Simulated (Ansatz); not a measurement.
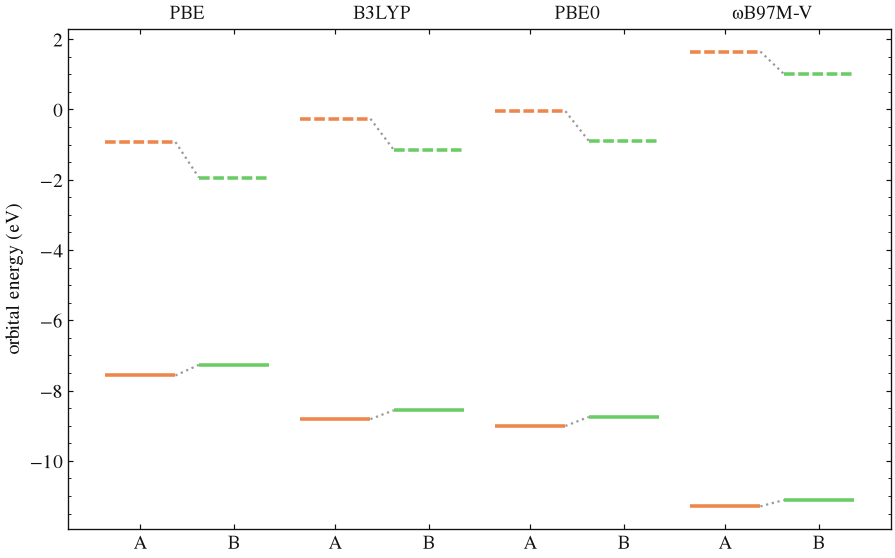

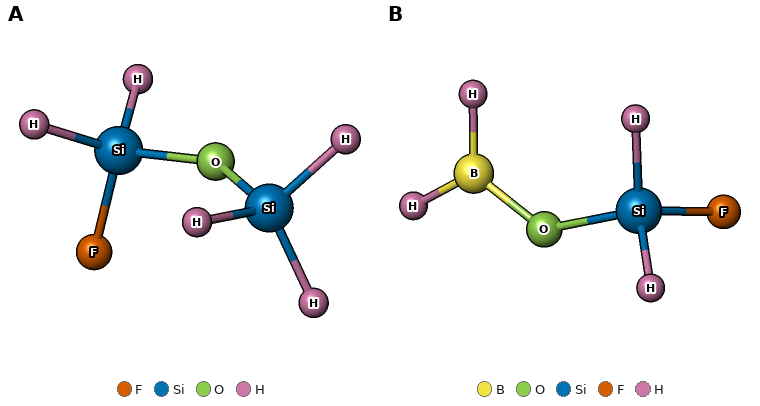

One change: A, Si₂H₅OF (SMILES F[SiH2]O[SiH3]), becomes B, BSiH₄OF (SMILES BO[SiH2]F). SiH₃ on O is replaced by BH₂. HOMO (solid) and LUMO (dashed) computed in def2-TZVPP at PBE0-D4/def2-TZVP geometries, both minima by their frequencies, gas phase, the Ansatz code. Empty levels above zero depend strongly on the basis.

What does the change do to HOMO and LUMO?

Answer. PBE: the HOMO rises by 0.30 eV, the LUMO falls by 1.01 eV, and the separation goes from 6.64 to 5.33 eV. B3LYP: the HOMO rises by 0.25 eV, the LUMO falls by 0.89 eV, and the separation goes from 8.55 to 7.41 eV. PBE0: the HOMO rises by 0.26 eV, the LUMO falls by 0.85 eV, and the separation goes from 8.96 to 7.85 eV. ωB97M-V: the HOMO rises by 0.18 eV, the LUMO falls by 0.64 eV, and the separation goes from 12.94 to 12.13 eV.

Do the functionals agree on the effect?

Answer. They agree on the direction for both levels; the HOMO shift lies between 0.18 and 0.30 eV and the LUMO shift between −1.01 and −0.64 eV, while the separations themselves differ by up to 6.8 eV between functionals.

Known limits of this run: one conformer of each flexible molecule.
